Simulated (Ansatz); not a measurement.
**Single-point calculation, with input and output: Sn23O47 (part 3 of 3)**

The same run, continued: Sn23O47 (defect cell, 70 atoms in the cell); DFT, HSE06, PAW, plane waves (Ansatz 0.2.0); cutoff 420 eV, 1×1×1 k-mesh, Fermi–Dirac smearing of 0.01 eV. 

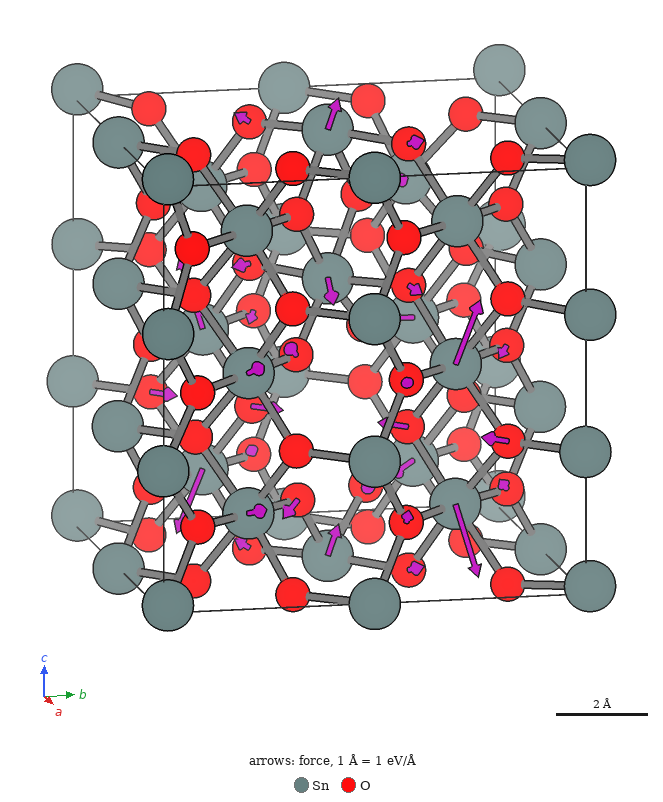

*Forces on the atoms as pink arrows (ball-and-stick view of the cell of the calculation, seen slightly off an axis); the smallest are left out.*

The largest act on Sn21 (1.73 eV/Å); Sn13 (1.72 eV/Å); Sn22 (1.70 eV/Å); Sn12 (1.69 eV/Å), among others. Atoms are counted from 1 in the order of the input and aren't labelled in the picture. 
